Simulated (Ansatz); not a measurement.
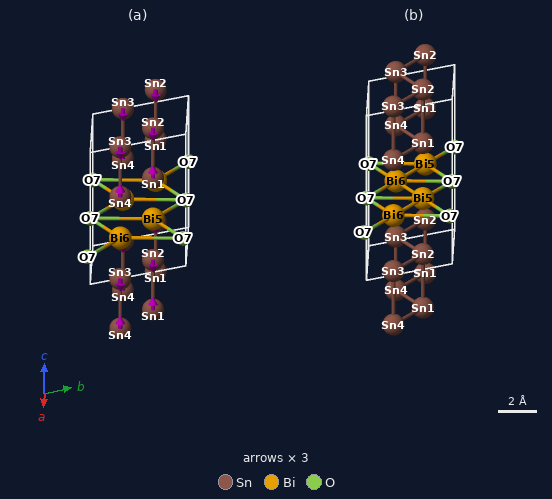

The structure of solid Sn$_{4}$Bi$_{2}$O (a generated structure, set up in P6/mmm) (coarse preliminary run) before (left) and after (right) a relaxation, at one scale. The purple arrows give the displacements (the part carried along by the change of the cell is left out), 3 times their true length.

Style: ball-and-stick. Shown: the cell of the calculation, repeated 2 × 1 × 1 with one cell outlined, from a free direction.

These are results of Ansatz, DFT PBE, scalar-relativistic, plane waves, PAW, not measurements. Set-up: plane-wave cutoff 420 eV; k-point mesh 3 × 3 × 4; occupations gaussian; smearing width 0.1 eV; no spin polarisation; cell and atoms relaxed; force threshold 0.04 eV/Å; at most 70 steps.

Summarise the run.

The largest moves relative to the cell, 0.24 Å, are those of Sn1, Sn2, Sn3 and Sn4. Sn1 goes along +c. Bi and O stay in place. Cell: a = b 5.761 → 5.169 Å (−10.3 %), c 7.445 → 9.304 Å (+25.0 %). Volume +0.6 %. Among the contacts that change: Sn1–Bi5 2.320 → 3.139 Å, Bi5–O7 3.326 → 2.985 Å, Sn1–Sn4 3.326 → 2.985 Å, Bi5–Bi6 3.326 → 2.985 Å. The space group stays P6/mmm (No. 191). After 8 accepted moves (10 points after the start) the energy has fallen by 11.334 eV per cell of the calculation. The largest force component goes from 8.2 to 0.03 eV/Å. The pressure goes from 20.69 to −0.06 GPa. The SCF was repeated twice at an unchanged geometry on a basis and grid sized afresh for the cell, which shifted the energy by 0.140 eV per cell of the calculation at most.

Limits of the set-up: layers or molecules are held without a dispersion correction, so their spacing is unreliable.
